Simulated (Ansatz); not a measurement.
# Saddle-point search, with input and output: CH6Ge

System: CH6Ge, SMILES [CH3][GeH3].
Method: CAM-B3LYP/6-31G**, RKS, dispersion D3(BJ)-ATM (Ansatz 0.2.0).

The starting geometry was optimised with CAM-B3LYP-D3(BJ)-ATM/6-31G**. Figures and captions count atoms from 1; the log counts them from 0 in places.

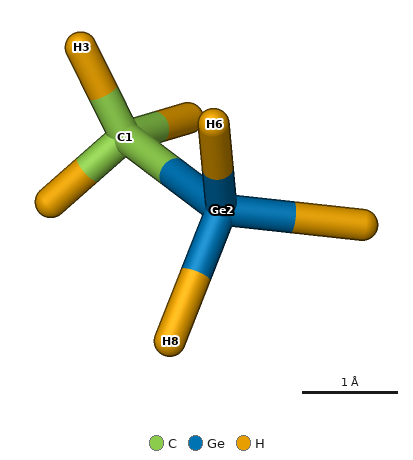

Fig. 1: The input geometry (stick view, seen at a tilt; atoms are numbered from 1 in the order of the input). Sticks mark near contacts. Bond lengths as drawn: C–Ge 1.96 Å, C–H 1.09 Å and Ge–H 1.53 Å.

Key numbers

| quantity | value |
| --- | --- |
| outcome | converged |
| total energy | −2118.525205 hartree |
| SCF energy | −2118.522021 hartree |
| dispersion energy | −0.003185 hartree |
| basis functions | 80 |
| largest force | 0.001 eV/Å |
| dipole moment | 0.74 D |
| hardware | 1 thread of Arm Neoverse V1, 24 GiB of memory available, shared host |
| wall time | 2.4 min |
| peak memory | 0.17 GiB |

Input
```yaml
crystal:
  periodic: [false, false, false]
  atoms:
    - symbol: C
      position_ang: [-0.313808, 0.192039, -0.980146]
    - symbol: Ge
      position_ang: [0.297391, -0.182177, 0.848164]
    - symbol: H
      position_ang: [-0.990194, 1.046960, -0.987091]
    - symbol: H
      position_ang: [0.535196, 0.416662, -1.626035]
    - symbol: H
      position_ang: [-0.841149, -0.670326, -1.388403]
    - symbol: H
      position_ang: [-0.303829, 0.818423, 1.843581]
    - symbol: H
      position_ang: [1.825344, -0.086319, 0.946626]
    - symbol: H
      position_ang: [-0.116750, -1.592461, 1.287602]
basis:
  gaussian:
    orbitals: 6-31G_st__st_.json
hamiltonian:
  xc: {name: CAM-B3LYP}
  dispersion: d3bjatm
saddle:
  max_steps: 60
```

Launched with:
```bash
ansatz run input.yaml --threads 1 --pin off --max-ram 2610MiB --events-out events.jsonl --progress --plain --runs-dir runs
```

What the program printed
```
Functional definition: CAM-B3LYP
  name "CAM-B3LYP"
  parameter alpha = 0.19
  parameter beta = 0.46
  parameter omega = 0.33/bohr
  parameter ac = 0.81
  exchange = (1 - alpha - beta)*b88_x + beta*b88_x_sr(omega) + alpha*exact_x + beta*exact_x_lr(omega)
  correlation = (1 - ac)*vwn5_c + ac*lyp_c
857 factors; integrals over basis functions are off by at most 3.0e-4 eV
262 factors; integrals over basis functions are off by at most 7.0e-7 eV
mean field evaluation 1: about -57645.5872 eV, gradient 3.4e1 eV
mean field evaluation 2: about -57645.7720 eV, gradient 3.2e1 eV
mean field evaluation 4: about -57647.9157 eV, gradient 9.7e-1 eV
mean field evaluation 8: about -57647.9208 eV, gradient 3.0e-3 eV
mean field -57647.92076361 eV, -2118.5220128985 hartree, gradient 1.6e-5 eV, S^2 0.000000; 0 other end points of the search recorded, 0 dependent functions left out
the calculation of the forces begins
reference -57647.92086483 eV, -2118.5220166184 hartree; 22, 22 occupied and 58, 58 virtual orbitals, 857 factors
saddle search: the rotation starts from a random direction (saddle.seed = 0)
these checks for a lower state are left out or cut short: stability, starts, cluster_reference, orbital_swaps, neighbouring_geometries, increment
857 factors; integrals over basis functions are off by at most 2.9e-4 eV
262 factors; integrals over basis functions are off by at most 7.0e-7 eV
mean field evaluation 16: about -57647.9199 eV, gradient 2.4e-4 eV
mean field -57647.91986092 eV, -2118.5219797254 hartree, gradient 1.2e-6 eV, S^2 0.000000; 0 other end points of the search recorded, 0 dependent functions left out
[... from here on the field's lines of each further geometry are left out, up to the last ...]
saddle step   1: F+E_penalty+E_count = -57648.00738635 eV  max|allowed force component| = 4.811e-2 eV/Å  curvature = -0.0980 eV/Å²  mode residual = 2.57e-1 eV/Å²  Δτ_max = 0.0000 Å  (20 rotations, 25 force calls, 329 SCF iters)  cluster: 3 rotations left out, max|force component along them| = 1.613e-8 eV/Å
saddle search: the force at step 2 is within saddle.f_tol, and the search now checks the order of the point unasked, as it does wherever a lone molecule whose rigid rotations it leaves out would converge (saddle.isolated_cluster): at most 100 rotations across the mode and 202 force calls, two more next to a line or behind a second negative curvature, two more where it reads a positive, two for each turn that reads one and six more at each negative that it reads, and up to 22 at one that stands (24 where saddle.amplitude is under 0.005 Å), over each length that the point is read over (saddle.order_check: false declines the check)
saddle search: the rotation starts from a random direction (saddle.seed = 0)
the calculation of the forces begins
reference -57647.92095930 eV, -2118.5220200900 hartree; 22, 22 occupied and 58, 58 virtual orbitals, 857 factors
857 factors; integrals over basis functions are off by at most 3.0e-4 eV
262 factors; integrals over basis functions are off by at most 7.0e-7 eV
mean field -57647.92087552 eV, -2118.5220170112 hartree, gradient 9.4e-6 eV, S^2 0.000000; 1 other end points of the search recorded, 0 dependent functions left out
the calculation of the forces begins
reference -57647.92097670 eV, -2118.5220207295 hartree; 22, 22 occupied and 58, 58 virtual orbitals, 857 factors
saddle step   2: F+E_penalty+E_count = -57648.00753108 eV  max|allowed force component| = 8.542e-4 eV/Å  curvature = -0.0927 eV/Å² (error put at 0.0002; -0.0929 at half of saddle.amplitude)  mode residual = 1.87e-1 eV/Å²  Δτ_max = 0.0067 Å  (1 rotations, 29 force calls, 372 SCF iters)  order check (unasked): positive, curvature across the mode = +1.4027 eV/Å²; +1.3379 less its residual, +1.3377 less it at half of saddle.amplitude; error put at 0.0002 (20 force calls)  cluster: 3 rotations left out, max|force component along them| = 1.280e-7 eV/Å
Total energy: -57648.00763226 eV, -2118.5252052627 hartree
Atom 0 at    -0.312814     0.191402    -0.977319 Å, force    -0.000042     0.000143     0.000854 eV/Å
Atom 1 at     0.297838    -0.182483     0.849192 Å, force    -0.000771     0.000758    -0.000605 eV/Å
Atom 2 at    -0.984573     1.050361    -0.985711 Å, force    -0.000029    -0.000362    -0.000409 eV/Å
Atom 3 at     0.536263     0.410268    -1.625628 Å, force    -0.000178    -0.000545     0.000219 eV/Å
Atom 4 at    -0.845977    -0.668459    -1.384176 Å, force     0.000548     0.000561    -0.000058 eV/Å
Atom 5 at    -0.309485     0.817905     1.841262 Å, force     0.000082    -0.000378     0.000243 eV/Å
Atom 6 at     1.825721    -0.081037     0.944051 Å, force     0.000322    -0.000160    -0.000303 eV/Å
Atom 7 at    -0.114772    -1.595157     1.282626 Å, force     0.000067    -0.000017     0.000059 eV/Å
Dipole moment:    -0.047738     0.029209    -0.142910 e Å
```

Trajectory as extended XYZ (Å, eV, eV/Å), 2 frames, from step=1 to step=2
```
8
Properties=species:S:1:pos:R:3:forces:R:3 step=1 energy=-57648.00739
C    -0.3138    0.1920   -0.9801    0.0161  -0.0099   0.0481
Ge    0.2974   -0.1822    0.8482   -0.0002   0.0002  -0.0007
H    -0.9902    1.0470   -0.9871   -0.0065   0.0069  -0.0013
H     0.5352    0.4167   -1.6260    0.0064   0.0027  -0.0065
H    -0.8411   -0.6703   -1.3884   -0.0042  -0.0070  -0.0049
H    -0.3038    0.8184    1.8436   -0.0080   0.0091  -0.0088
H     1.8253   -0.0863    0.9466    0.0041   0.0031  -0.0141
H    -0.1168   -1.5925    1.2876   -0.0077  -0.0051  -0.0118
8
Properties=species:S:1:pos:R:3:forces:R:3 step=2 energy=-57648.00753
C    -0.3128    0.1914   -0.9773    0.0000   0.0001   0.0009
Ge    0.2978   -0.1825    0.8492   -0.0008   0.0008  -0.0006
H    -0.9846    1.0504   -0.9857    0.0000  -0.0004  -0.0004
H     0.5363    0.4103   -1.6256   -0.0002  -0.0005   0.0002
H    -0.8460   -0.6685   -1.3842    0.0005   0.0006  -0.0001
H    -0.3095    0.8179    1.8413    0.0001  -0.0004   0.0002
H     1.8257   -0.0810    0.9441    0.0003  -0.0002  -0.0003
H    -0.1148   -1.5952    1.2826    0.0001   0.0000   0.0001
```

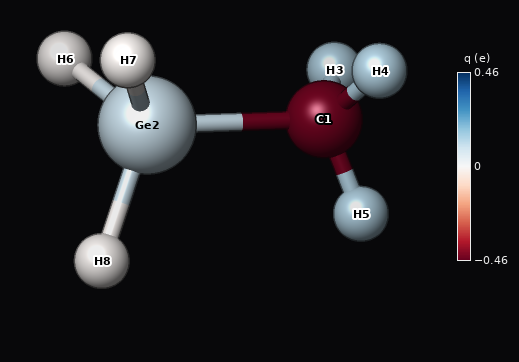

Fig. 2: Mulliken charges, as the colour of each atom (ball-and-stick view, seen at a tilt; atoms are numbered from 1 in the order of the input). By element: C −0.44, Ge +0.10 and H −0.01 to +0.13 e.
